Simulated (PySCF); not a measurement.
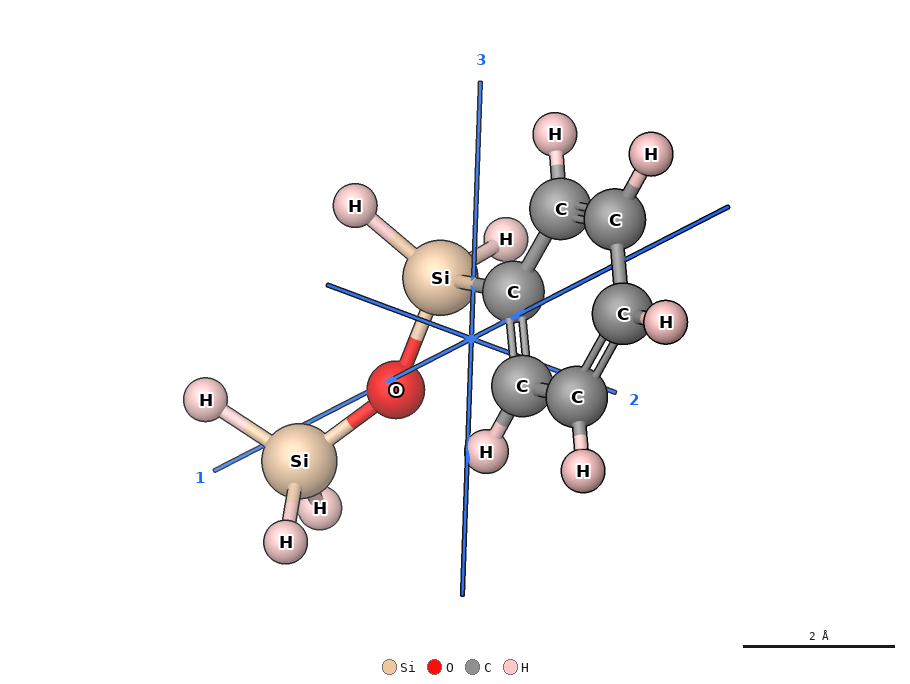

The three principal axes of inertia are drawn and numbered. Atoms fade into the background with distance from the viewer. The geometry was computed by an optimisation with PBE0-D3(BJ)/def2-SVP. No frequency run is at hand to confirm it as a minimum. Masses are those of the most abundant isotopes; constants are for the rigid equilibrium geometry.

Q: Which line is the a axis (least moment of inertia), which b and which c?

A: a is line 1, b is line 3, c is line 2; the moments are 169, 897, 1046 u Å².

Q: What kind of rotor is it, and what are its rotational constants in GHz?

A: An asymmetric top (C1): A = 2.99, B = 0.563, C = 0.483 GHz. Ray's parameter κ is −0.94, close to the prolate limit.
